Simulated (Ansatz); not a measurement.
**GaH2F + SiH4: a complex and its separated parts**

Aim: how far the complex at one end of a reaction step lies below its separated, relaxed parts, level by level.

Program: Ansatz 0.2.0, Gaussian basis. Level of theory: PBE0-D4/def2-TZVP structures, single points in def2-TZVPP, no counterpoise correction. These are calculated values, not measurements.

Levels: SPW92, PBE-D4, BLYP-D4, r2SCAN-D4, B97M-V, PBE0-D4, B3LYP-D4, r2SCAN0-D4, BHLYP-D4, CAM-B3LYP-D4, wB97X-V, wB97M-V, B2PLYP, PBE-QIDH, RPA on PBE, Hartree-Fock, MP2, CCSD, CCSD(T).

Cores are frozen in the correlated methods. Filled d shells of the heavier atoms are correlated. B3LYP uses VWN-RPA correlation. B2PLYP carries no dispersion term here.

95 further runs of the same task are left out: 1 that didn't finish, 94 set aside as unsound or not needed. Runs told in other sessions of the task aren't counted.

### Step 1. Where the work starts

The complex: 9 atoms, charge 0, spin multiplicity 1.

Atoms are counted from 1 here; the program's logs count them from 0.

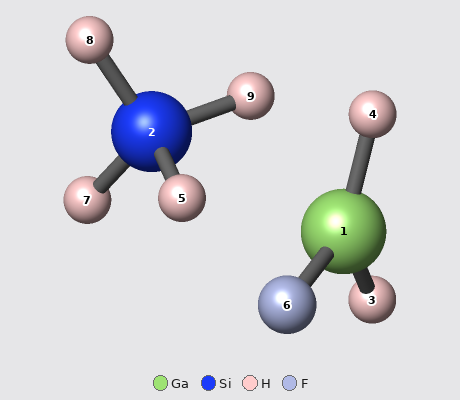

The starting geometry (gallium green, silicon blue, hydrogen pink, fluorine light blue); atoms are numbered from 1 in the order of the file.

As a file:

| atom | x (Å) | y (Å) | z (Å) |
| --- | --- | --- | --- |
| Ga1 | -1.6075 | 0.6891 | -0.1209 |
| Si2 | 1.3416 | -0.6774 | 0.0729 |
| H3 | -1.5139 | 0.4560 | -1.6594 |
| H4 | -2.0223 | -0.2805 | 1.0274 |
| H5 | 0.5159 | 0.5664 | 0.2481 |
| F6 | -1.4759 | 2.3817 | 0.3682 |
| H7 | 2.3885 | -0.3690 | -0.9272 |
| H8 | 1.9237 | -1.0060 | 1.3937 |
| H9 | 0.4497 | -1.7605 | -0.4030 |

Its parts: GaH2F holds atoms 1, 3, 4, 6; SiH4 holds atoms 2, 5, 7, 8, 9. Each part counts its atoms afresh in its own runs.

### Step 2. Relaxing GaH2F alone

relax-a/in.yaml reads:

```yaml
crystal:
  periodic: [false, false, false]
  atoms:
    - {symbol: Ga, position_ang: [-1.607465, 0.689141, -0.120854]}
    - {symbol: H, position_ang: [-1.513857, 0.456042, -1.659415]}
    - {symbol: H, position_ang: [-2.022280, -0.280512, 1.027378]}
    - {symbol: F, position_ang: [-1.475874, 2.381656, 0.368229]}
basis:
  gaussian: {orbitals: def2-TZVP}
hamiltonian: {xc: pbe0, dispersion: d4}
relax: {f_tol: 0.005, max_steps: 200}
```

On the command line:

```bash
$ ansatz run in.yaml --threads 4 --pin off --events-out ev --progress --plain --max-ram 9574MiB
```

The runs that follow: Relaxing SiH4 alone; SPW92/def2-TZVPP; PBE-D4/def2-TZVPP; BLYP-D4/def2-TZVPP; r2SCAN-D4/def2-TZVPP; B97M-V/def2-TZVPP; PBE0-D4/def2-TZVPP; B3LYP-D4/def2-TZVPP; r2SCAN0-D4/def2-TZVPP; BHLYP-D4/def2-TZVPP; CAM-B3LYP-D4/def2-TZVPP; wB97X-V/def2-TZVPP; wB97M-V/def2-TZVPP; B2PLYP/def2-TZVPP; PBE-QIDH/def2-TZVPP; RPA on PBE/def2-TZVPP; CCSD(T)/def2-TZVPP; Vibrations of GaH2F; Vibrations of SiH4.

Before running it: what results should come out? Wanted: complex less parts, CCSD(T)/def2-TZVPP; with zero-point energy; largest T1 diagnostic.

**Answer**, as computed:

```
                              quantity         value
complex less parts, CCSD(T)/def2-TZVPP  -15.1 kJ/mol
                with zero-point energy  -10.3 kJ/mol
                 largest T1 diagnostic         0.014
```

At CCSD(T) the complex lies 15.1 kJ/mol below its parts. B3LYP-D4 is the best functional here (+0.1 kJ/mol from CCSD(T)); SPW92 is the worst (-16.6 kJ/mol). By rung, the mean size of the error is: LDA 16.6, GGA 2.3, meta-GGA 2.0, hybrid 1.8, range-separated hybrid 1.0, double hybrid 3.9 kJ/mol. The double hybrids carry no dispersion term here, unlike the levels marked D4 or V. PBE-D4 gives a relative energy 3.5 kJ/mol too low, inside chemical accuracy (1 kcal/mol, 4.2 kJ/mol). The complex's frequency run has imaginary modes: the structure is no minimum, so both the energy and the zero-point correction are in doubt. No counterpoise was applied, and triple zeta lacks some correlation, so the CCSD(T) reference has a basis error of its own, and close matches with it are partly luck.
